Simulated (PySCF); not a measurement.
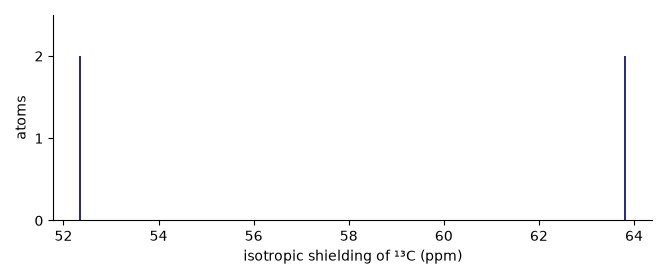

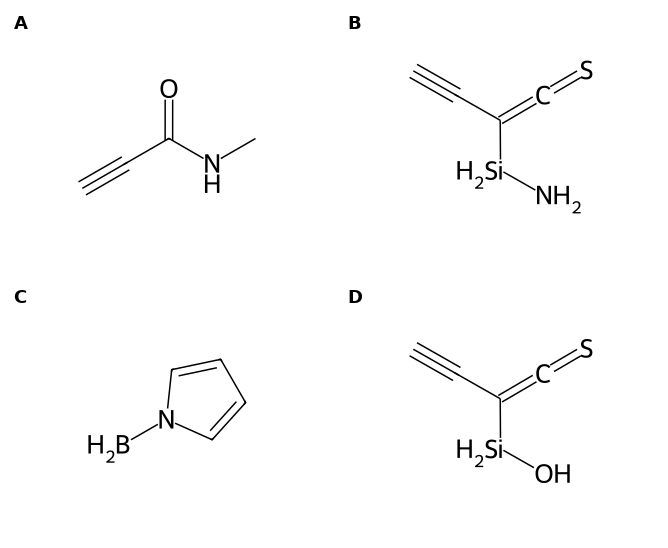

The sticks are computed shieldings of one of the molecules, for one fixed geometry (GFN2-xTB) without averaging over rotations. Low shielding means a high chemical shift. Method: GIAO PBE0/pcSseg-1 NMR shielding, non-relativistic, gas phase (PySCF 2.14.0).

### Which molecule gives this pattern?

C, `Bn1cccc1`. Its 4 C atoms give lines at 52.4 (2 atoms), 63.8 (2 atoms) ppm.

The geometry is semi-empirical. Around B, Si such bond lengths and angles can be off by a tenth of an ångström or more and by several degrees, and values that hang on the shape move with them.
